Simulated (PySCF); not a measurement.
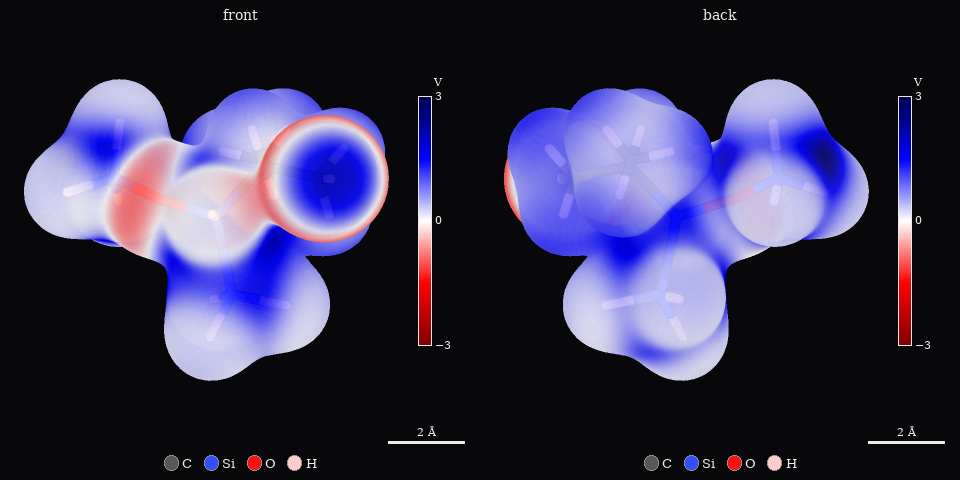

Figure. C5H14OSi3. The molecular electrostatic potential painted on the density surface at 0.004 e/bohr³, seen from the front and from behind; red is negative and blue positive.

Geometry: GFN2-xTB.

Computed with PBE0/pcSseg-1, SCF density, gas phase, non-relativistic in PySCF 2.14.0.

```csv
atom,x (Å),y (Å),z (Å)
C,3.5378,0.5666,1.5815
C,2.8434,-0.0990,0.8696
C,2.0181,-0.8920,-0.0150
C,0.8708,-0.0766,-0.6267
C,0.1251,-0.9341,-1.6469
Si,-0.3211,0.5868,0.7231
Si,-1.4117,-1.1255,1.8187
O,-1.4492,1.5008,-0.0245
Si,-2.5588,1.9504,-1.1100
H,4.1449,1.1455,2.2110
H,1.6115,-1.7395,0.5465
H,2.6545,-1.2936,-0.8122
H,1.3129,0.7740,-1.1587
H,-0.2943,-1.8214,-1.1721
H,-0.6908,-0.3689,-2.0942
H,0.7910,-1.2606,-2.4465
H,0.3852,1.5871,1.5328
H,-0.5168,-2.2576,2.1015
H,-1.9662,-0.7286,3.1166
H,-2.5344,-1.7007,1.0633
H,-3.4215,0.7975,-1.3768
H,-1.8589,2.3670,-2.3253
H,-3.2762,3.0493,-0.4727
```

> Describe the electrostatic potential map.

The most negative region (about −0.9 V, or −21 kcal/mol for a unit charge) lies over C1, C2 and O8, the most positive (about +2.4 V, or +55 kcal/mol for a unit charge) over Si9.
